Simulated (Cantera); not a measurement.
Feed: 1 mol Si(CH₃)₄, 3.2 mol HCl, 92 mol H₂, held at 1000 Pa.

These are equilibrium values from Cantera (NASA tables, ideal gas, pure condensed phases), not measurements of a reactor. Candidate condensed phases: C, C₆H₆, C₇H₈, C₈H₁₈, Si, SiC; 109 gas species. The tables' values for SiCl are old estimates; treat these amounts as uncertain. Gases not in the tables: Si₂H₆ and higher silanes. The numbers say what is thermodynamically allowed, not how fast it happens.

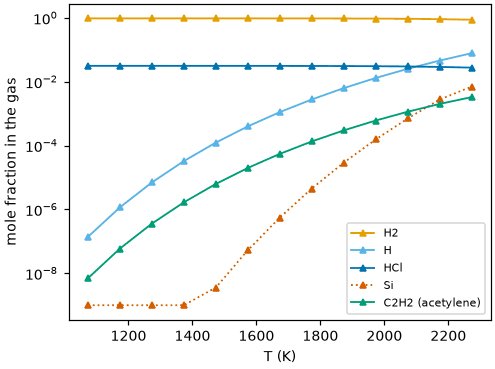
*Equilibrium gas composition (values under 1e-9 drawn at 1e-9)*

### Question
Read off the mole fractions at 1173 K.

### Answer
H₂ about 0.97, HCl about 0.032, H about 1.2e-6, C₂H₂ (acetylene) about 5.9e-8.
